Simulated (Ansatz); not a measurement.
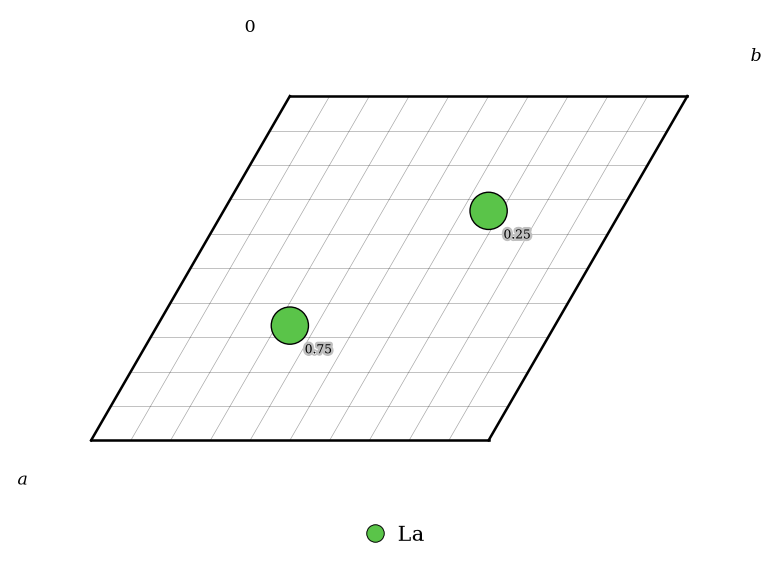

Plan of a unit cell projected along c (a down the page, b across); the numbers are heights as fractions of c, and atoms on the cell's edges are repeated. The grid marks tenths of a and b. Source: the input geometry of an electronic-structure calculation (not necessarily at equilibrium); the starting structure was generated, so it need not be a known form of this composition. All values are computed from the atomic coordinates in the standard setting (tolerance 0.002 Å).

a = 3.825 Å, b = 3.825 Å, c = 6.041 Å, α = 90.00°, β = 90.00°, γ = 120.00°.

> What does the cell contain?

2 La: La, Z = 2.

> Give the fractional coordinates of all atoms, to two places.

```tsv
atom	x	y	z
La	0.33	0.67	0.25
La	0.67	0.33	0.75
```
